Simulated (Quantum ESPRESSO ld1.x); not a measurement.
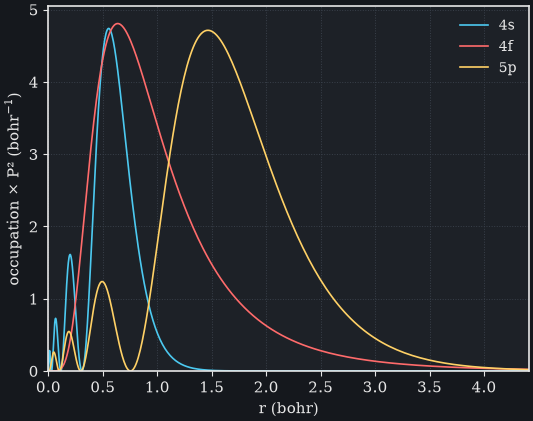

Atomic promethium (Pm); electrons: [Xe] 4f5 6s2. Level of theory: scalar-relativistic Kohn-Sham, relativistic LDA (MacDonald-Vosko exchange, VWN5 correlation), spin-unpolarised, spherical densities, point nucleus. Computed with Quantum ESPRESSO ld1.x 7.5.

The plot shows the radial probability densities P² of 4f, 4s and 5p, each times its occupation.

Question: What does the plot show?

Answer: 4s: outer maximum at 0.554 bohr, ⟨r⟩ = 0.594 bohr, 3 nodes, eigenvalue −315.3 eV; 4f: outer maximum at 0.634 bohr, ⟨r⟩ = 1.06 bohr, 0 nodes, eigenvalue −2.46 eV; 5p: outer maximum at 1.47 bohr, ⟨r⟩ = 1.70 bohr, 3 nodes, eigenvalue −22.7 eV.
